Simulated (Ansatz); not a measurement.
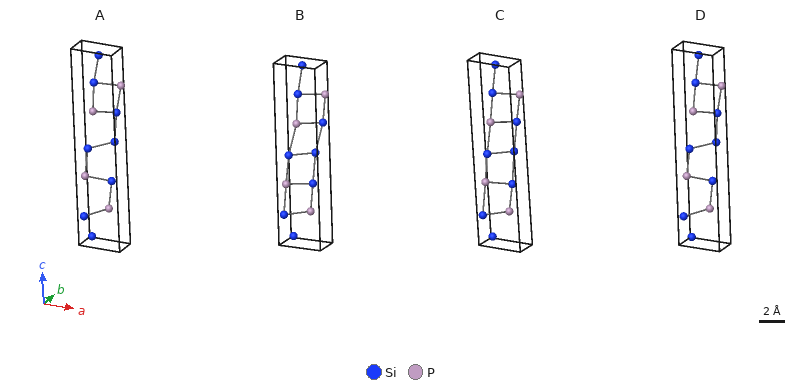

4 geometries from one relaxation of crystalline Si2P (a generated structure, set up in P1) (coarse preliminary run), in shuffled order. Style: ball-and-stick. Shown: the cell of the calculation, slightly off an axis.

Theory: DFT PBE, scalar-relativistic, plane waves, PAW (Ansatz 0.2.0). Set-up: plane-wave cutoff 420 eV; k-point mesh 6 × 6 × 1; occupations gaussian; smearing width 0.1 eV; no spin polarisation; cell and atoms relaxed; force threshold 0.04 eV/Å; at most 70 steps.

### Order the frames from highest to lowest energy.

B, C, D, A. They are steps 0, 5, 8, 16, at +38.1 meV per atom, +26.0 meV per atom, +6.4 meV per atom relative to the last. After 12 accepted moves (16 points after the start) the energy has fallen by 38.1 meV per atom. Largest force component: 0.29 eV/Å at the start, 0.037 eV/Å at the end. The pressure goes from 0.42 to 0.05 GPa. The line search rejected the trial steps at points 2, 10, 13 of the run. The SCF was repeated once at an unchanged geometry on a basis and grid sized afresh for the cell, which shifted the energy by 0.6 meV per atom at most. The largest move relative to the cell is that of a Si atom, 0.41 Å roughly along [2 3 1]. By element the largest moves are Si 0.41 Å, P 0.36 Å. The volume changes by +6.3 %, with a 3.518 → 3.509 Å (−0.3 %), b 3.520 → 3.508 Å (−0.3 %), c 15.470 → 16.616 Å (+7.4 %), α 96.0° → 94.4°, β 94.3° → 96.7°, γ 90.1° → 94.2°. Some distances before and after: P–Si 2.548 → 3.295 Å, Si–Si 2.583 → 3.251 Å, P–Si 3.007 → 3.543 Å, P–Si 2.670 → 3.186 Å. Among the angles between lasting bonds that change: P–Si–P 177.9° → 156.5°, Si–P–Si 177.9° → 156.5°, Si–Si–Si 81.6° → 102.1°. The space group stays P1 (No. 1). The run took 4.9 min on 1 thread of AMD EPYC 7R43 64-Core Processor (Zen 3), on a shared host, peak memory 0.46 GiB.
